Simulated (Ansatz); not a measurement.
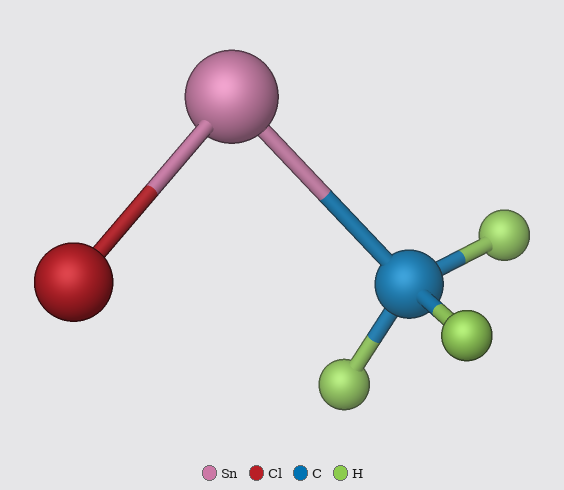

Rendered structure (ball-and-stick style).

The geometry was computed by an optimisation with PBE0-D4/def2-TZVP.

**Count the atoms of each element.**

CH₃ClSn, 6 atoms: 1 carbon, 3 hydrogen, 1 chlorine and 1 tin.

**Give the symmetry (Schoenflies symbol).**

Cs.

The parts below concern this one geometry. Atoms keep their numbers from picture to picture.

Electronic properties

Method: RKS PBE0-D4/def2-TZVP, core potentials on Sn (Ansatz 0.2.0).

**Estimate the harmonic zero-point energy.**

93.7 kJ/mol.

**Estimate the dipole moment.**

2.89 D.

Thermal motion

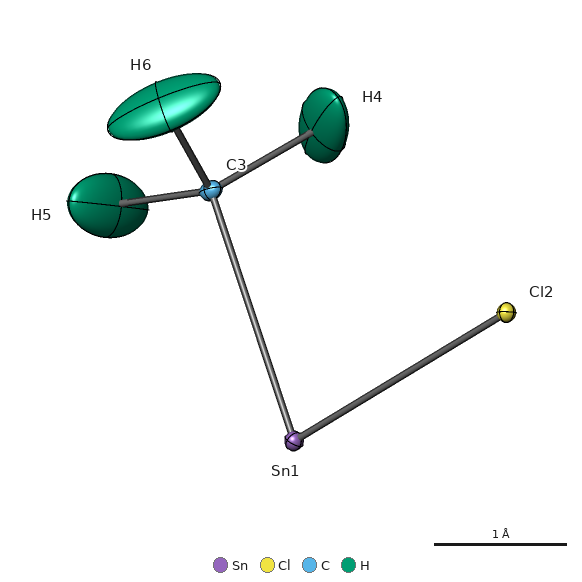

Displacement ellipsoids at the 50 % level, from the internal vibrations of the free molecule (harmonic, no overall translation or rotation; no half-axis is drawn under 0.075 Å). Vibrations computed with RKS PBE0-D4/def2-TZVP, core potentials on Sn (Ansatz 0.2.0). Temperature: 0 K (zero-point motion alone).

List U_eq and the three principal root-mean-square amplitudes for each kind of atom.

| atom | U_eq (Å²) | rms amplitudes (Å) |
| --- | --- | --- |
| Sn1 | 0.00008 | 0.004, 0.008, 0.013 |
| Cl2 | 0.00067 | 0.011, 0.026, 0.035 |
| C3 | 0.0023 | 0.021, 0.047, 0.065 |
| H4, H6 | 0.0403 | 0.078, 0.155, 0.301 |
| H5 | 0.0362 | 0.094, 0.157, 0.274 |

Charges

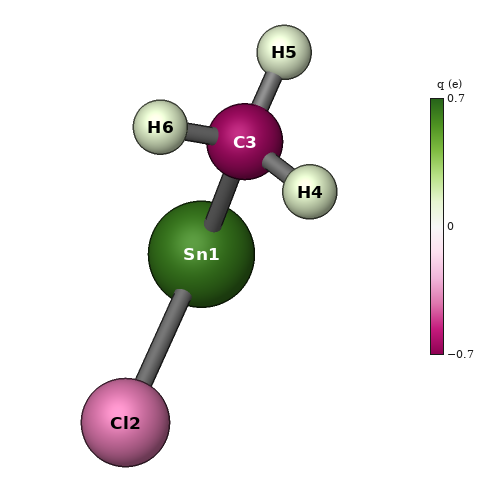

Atoms are coloured by their Mulliken charges. Properties computed with RKS PBE0-D4/def2-TZVP, core potentials on Sn (Ansatz 0.2.0).

**Which atom carries the highest charge (most positive or least negative)?**

Sn1 (0.64 e).

**And the lowest?**

C3 (−0.65 e).

List the Mulliken charges.

```csv
atom,value (e)
Sn1,0.64
Cl2,−0.42
C3,−0.65
H4,0.15
H5,0.14
H6,0.15
```

Mulliken values depend strongly on the basis set and can even reverse the polarity of a bond.
